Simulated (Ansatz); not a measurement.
## Effect of Li interstitial (started 2.32 Å from the nearest host atom), symmetric start on CoSi2

The reference is a 9-atom supercell of CoSi₂ (space group Fm-3m, No. 225; a = 5.360 Å; non-magnetic) at its relaxed geometry.

The change: one Li atom is added in an open site, starting 2.32 Å from the nearest host atom, atoms relaxed at fixed cell.

All numbers come from Ansatz (an electronic-structure program), PBE, PAW, cutoff 420 eV, no SOC, earlier PAW set. Γ-centred 11×11×11 mesh, Fermi–Dirac width 0.05 eV.

The pressure goes from zero to 8.0 GPa and the largest displacement of a host atom from its site in the perfect cell is 0.13 Å. The final site of the added atom amounts to 8 Si at 2.37–2.41 Å and 6 Co at 2.67 Å.

Final structure:

```xyz
10
Lattice="-2.6802 2.6802 0.0000 0.0000 -2.6802 2.6802 8.0405 5.3603 2.6802" Properties=species:S:1:pos:R:3 pbc="T T T"
Co    -0.0098    -0.0098    -0.0098
Co     0.0000     2.6802     2.6802
Co     2.6900     5.3701     2.6900
Si     1.3461     1.3461     1.3461
Si     3.9695     1.2893     3.9695
Si     6.7767     4.0965     4.0965
Si     3.9440     3.9440     3.9440
Si    -1.2893     1.3909     1.3909
Si     1.3341     4.0143     1.3341
Li     5.3603     5.3603     2.6802
```

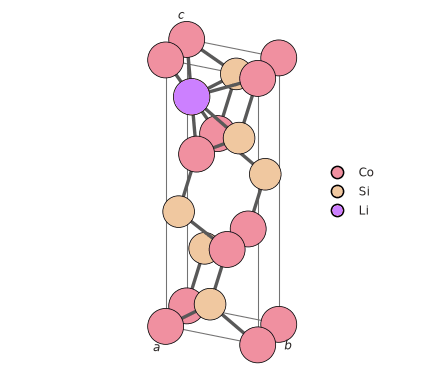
The relaxed cell after the change

Cost of the whole job for the changed cell (relaxation, final SCF and bands): very roughly 8 core-minutes.

The magnetic state is the one reached from the starting moments; the real material's order can differ, and small cells can't hold many antiferromagnetic ones. In so small a cell the defect repeats every few ångströms: this is an ordered compound, not a dilute defect. The defect started on the symmetric site and kept its symmetry, so it may sit on a saddle. Seeded moments were not kept for Li interstitial (started 2.32 Å from the nearest host atom) and the base. Spin-polarised in the final run: Li interstitial (started 2.32 Å from the nearest host atom); the other runs are not. An odd electron count without spin: CoSi2. The defect cell is spin-polarised and ends with 0.0 μB.
